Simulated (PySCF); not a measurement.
# B2H4F− (SMILES B[BH2-]F) at CCSD(T)/6-31+G(d,p) (spherical functions)

What is the vertical singlet–triplet gap of B2H4F− at CCSD(T)/6-31+G** (spherical functions)? The job is set up through a Python script.

The calculation is run with PySCF 2.14.0.

9 further runs of the same task are left out: 1 that didn't finish, 8 set aside as unsound or not needed.

### Step 1. The molecule

B2H4F−: 7 atoms, total charge -1, spin state singlet. SMILES: `B[BH2-]F`. The coordinates come from a GFN2-xTB relaxation.

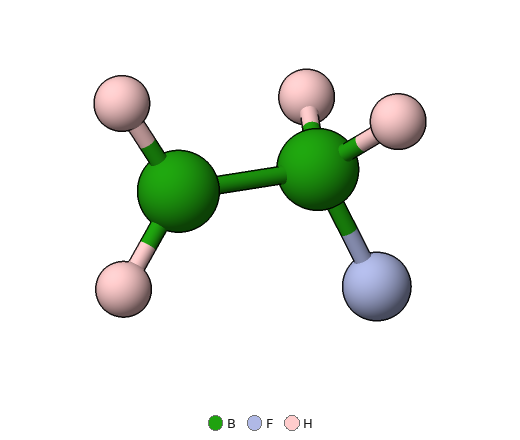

Viewed from a chosen angle; boron green, fluorine light blue, hydrogen pink.

### Step 2. The energy at CCSD(T)/6-31+G(d,p) (spherical functions)

Input file run.py:

```python
from pyscf import gto, cc

molecule = gto.Mole()
molecule.atom = [
    ('B', (-0.557490, -0.547080, -0.606600)),
    ('B', (0.368860, 0.392230, 0.434760)),
    ('F', (1.833710, 0.217080, 0.299000)),
    ('H', (-1.752900, -0.488230, -0.588920)),
    ('H', (-0.165490, -1.324120, -1.424330)),
    ('H', (0.111990, 0.150390, 1.619360)),
    ('H', (0.161310, 1.599740, 0.266740)),
]
molecule.max_memory = 1860
molecule.basis = '6-31+g**'
molecule.charge = -1
molecule.verbose = 3
molecule.build()

hf = molecule.RHF()
hf.kernel()

mycc = cc.CCSD(hf, frozen=3)
mycc.kernel()
e_t = mycc.ccsd_t()
energy = mycc.e_tot + e_t
print('E = %.10f Eh' % energy)
```

The run is started by

```bash
$ OMP_NUM_THREADS=1 python run.py
```

The log of the run:

```text
converged SCF energy = -151.145415855787
E(CCSD) = -151.554232907942  E_corr = -0.4088170521547366
CCSD(T) correction = -0.00961560617952108
E = -151.5638485141 Eh
```

Run time: 11 s. Hardware: 1 thread of AMD EPYC 7R43 (Zen 3), shared host; peak memory 0.29 GiB.

### Step 3. The triplet at the same level

Input file run.py:

```python
from pyscf import gto, scf, cc

mol = gto.Mole()
mol.atom = [
    ('B', (-0.557490, -0.547080, -0.606600)),
    ('B', (0.368860, 0.392230, 0.434760)),
    ('F', (1.833710, 0.217080, 0.299000)),
    ('H', (-1.752900, -0.488230, -0.588920)),
    ('H', (-0.165490, -1.324120, -1.424330)),
    ('H', (0.111990, 0.150390, 1.619360)),
    ('H', (0.161310, 1.599740, 0.266740)),
]
mol.spin = 2
mol.basis = '6-31+g**'
mol.max_memory = 1860
mol.verbose = 3
mol.charge = -1
mol.build()

hf = scf.UHF(mol)
hf.kernel()
if not hf.converged:
    hf = hf.newton().run(hf.mo_coeff, hf.mo_occ)

mycc = cc.CCSD(hf, frozen=3)
mycc.kernel()
e_t = mycc.ccsd_t()
energy = mycc.e_tot + e_t
print(f'total energy: {energy:.8f} hartree')
```

The run is started by

```bash
$ OMP_NUM_THREADS=1 python run.py
```

The log of the run:

```text
WARN: HOMO -0.0152452881170606 >= LUMO -0.254754186916688

converged SCF energy = -151.043976637972  <S^2> = 2.0142575  2S+1 = 3.00949
E(UCCSD) = -151.4432637424472  E_corr = -0.3992871044756492
UCCSD(T) correction = -0.0100358534106694
total energy: -151.45329960 hartree
```

It took 55 s on 1 thread of AMD EPYC 7R43 (Zen 3), shared host; peak memory 1.2 GiB.

### Step 4. Outcome

At CCSD(T)/6-31+G** (spherical functions), 3 core orbitals frozen:

```
                                                           quantity          value
                                              singlet: total energy  -151.56385 Eh
                       singlet: HOMO energy (Hartree–Fock orbitals)       -4.63 eV
                       singlet: LUMO energy (Hartree–Fock orbitals)        5.11 eV
     singlet: HOMO–LUMO gap (to an unbound level, set by the basis)        9.74 eV
               singlet: correlation energy (3 core orbitals frozen)     -418.4 mEh
                                            singlet: (T) correction      -9.62 mEh
                                             singlet: T1 diagnostic          0.015
                                              triplet: total energy  -151.45330 Eh
triplet: HOMO energy (Hartree–Fock orbitals) (highest over α and β)       -1.36 eV
 triplet: LUMO energy (Hartree–Fock orbitals) (lowest over α and β)        4.89 eV
               triplet: correlation energy (3 core orbitals frozen)     -409.3 mEh
                                            triplet: (T) correction     -10.04 mEh
                         triplet: ⟨S²⟩ of the reference determinant          2.014
                                             triplet: T1 diagnostic          0.022
                   vertical energy of the triplet above the singlet       3.008 eV
```

What this shows: At this shape the triplet lies 3.01 eV (69 kcal/mol) above the singlet. Mulliken charges (singlet) of the mean-field density run from -0.60 on F3 to +0.19 on B1; in a basis this large or diffuse they mean little. The triples (singlet) make up 2.3 % of the correlation energy. The triples (triplet) make up 2.5 % of the correlation energy.
